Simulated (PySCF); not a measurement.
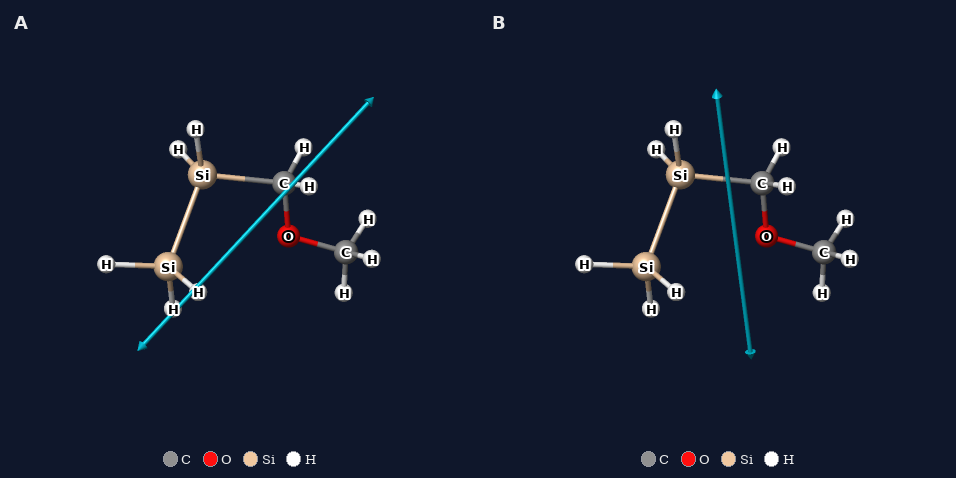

The double arrows show the directions of two transition dipoles from the ground state (lengths mean nothing). The geometry was computed by an optimisation with GFN2-xTB. No frequency run is at hand to confirm it as a minimum. Method: TDDFT CAM-B3LYP/def2-SVPD, vertical, gas phase, core orbitals frozen in the response (PySCF 2.14.0).

**One belongs to singlet state 3 and one to singlet state 6. Which is which?**

A: state 6, 7.87 eV (158 nm), oscillator strength 0.083, mainly HOMO−2 → LUMO (weight 0.63).
B: state 3, 7.59 eV (163 nm), oscillator strength 0.028, mainly HOMO−1 → LUMO+2 (weight 0.60).

The geometry is semi-empirical. Around Si such bond lengths and angles can be off by a tenth of an ångström or more and by several degrees, and values that hang on the shape move with them.
